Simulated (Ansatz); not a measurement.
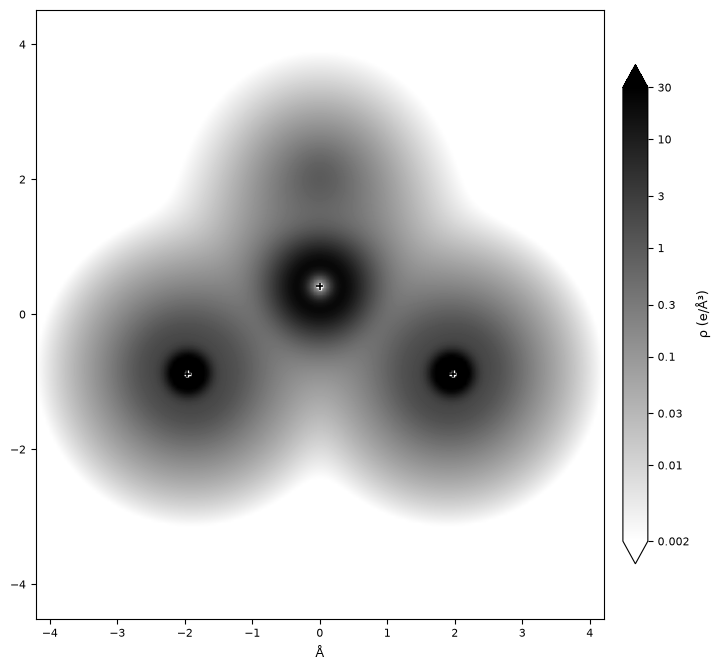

The electron density on a plane through atoms (crosses mark nuclei in the plane).

All numbers below come from Ansatz 0.2.0, RHF/def2-SVP.

Candidates:
A. H$_{4}$O$_{3}$Sn
B. Cl$_{2}$HIn···HCl

**Which system is this?**

Candidate B: Cl$_{2}$HIn···HCl on the plane of atoms Cl3, In1 and Cl4, which holds In and Cl. In–Cl (2.35 Å): ρ is about 0.5 e/Å³ halfway.
